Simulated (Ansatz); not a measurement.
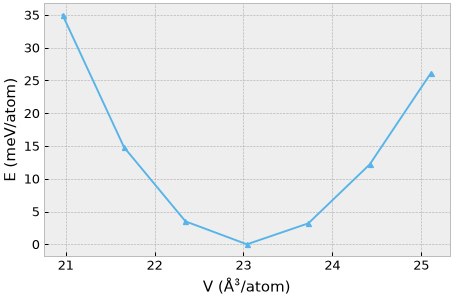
Figure. MgS in space group P4_2/mmc (No. 131; Mg on 2c, S on 2e) under volume change, HSE06 (plane waves, PAW; program Ansatz), shape and atoms relaxed at each volume.

Task: What does a third-order Birch–Murnaghan fit give for V₀, B₀ and B′?

Result: V₀ = 23.04 Å³/atom, B₀ = 51.7 GPa, B′ = 3.8.

A made-up cell: these elements were put on the sites of a structure type; neither database checked (COD, Materials Project) lists it. COD files the formula under space group No. 225, so this cell is another polymorph or a model. Whether it is the stable phase at ambient conditions was not checked. The cell was relaxed with HSE06 under the symmetry of its start; its stability against distortions is not shown here.

Potentials: the later of the program's two PAW sets.
